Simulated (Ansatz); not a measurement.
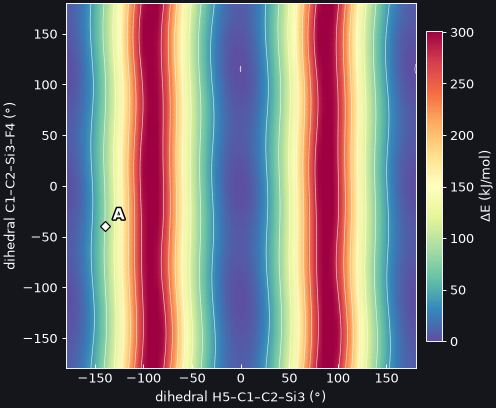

C2H5FSi, SMILES C=C[SiH2]F. Coordinates scanned: (1) dihedral H5–C1–C2–Si3; (2) dihedral C1–C2–Si3–F4. Nothing is relaxed (all other coordinates rigid). Grid: 18 × 18 points. Energies: kJ/mol, counted from the lowest grid point. The dihedral twists a double bond; near 90° a spin-restricted reference is unreliable. Computed with RKS PBE-D4/def2-SVP (Ansatz).

Drawn: a smooth colour map with a few white contour lines, the point A. Between grid points the surface is interpolated.

Q: Is A at rest? If not, where is it pushed?

A: A, at dihedral H5–C1–C2–Si3 = −140°, dihedral C1–C2–Si3–F4 = −40°, is not a stationary point. The computed force is 3.7 kJ/mol for each degree towards smaller values of dihedral H5–C1–C2–Si3 and 0.11 kJ/mol for each degree towards larger values of dihedral C1–C2–Si3–F4.
